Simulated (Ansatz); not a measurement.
Starting cell, MgRh (CsCl type):

```
MgRh
1.0
    6.09456     0.00000     0.00000
    0.00000     3.04728     0.00000
    0.00000     0.00000     3.04728
Mg Rh
2 2
Direct
  0.00000   0.00000   0.00000
  0.50000   0.00000   0.00000
  0.25000   0.50000   0.50000
  0.75000   0.50000   0.50000
```

A phonon eigenvector at X = (0.5, 0.0, 0.0) is frozen into this cell: atom i moves by Q times the vector below, so Q is the largest atomic displacement, in Å. The cell is held. (q is in reciprocal vectors of the primitive cell; the cell shown is doubled to hold the pattern.)

| atom | x | y | z |
|---|---|---|---|
| Rh3 | 1.000 | 0.000 | 0.000 |
| Rh4 | -1.000 | 0.000 | 0.000 |

Atoms not listed stay in place.

Level of theory: LDA (plane waves to 420 eV, PAW, scalar-relativistic; Ansatz, a first-principles code). k mesh 8×15×15 (Γ-centred), Fermi-Dirac smearing 0.05 eV. The energy includes the smearing's −TS. With partly filled bands, energies and forces of such displacements shift with the k mesh and the smearing. MgRh is run without spin polarisation. MgRh was relaxed with its symmetry unable to fall. The zero of ΔE is the undisplaced structure.

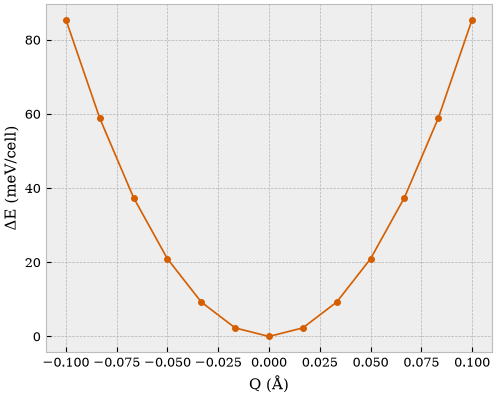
Figure. ΔE (meV/cell) against Q (Å); one marker a computed point.

**Question.** What is the energy change at Q = 0.100 Å?

**Answer.** About 85 meV/cell.

**Question.** What harmonic wavenumber does the curvature at Q = 0 give?

**Answer.** About 150 cm⁻¹.

(A displaced cell: forces are minus the slopes of the energy, force constants its curvatures, and phonons follow from these.)
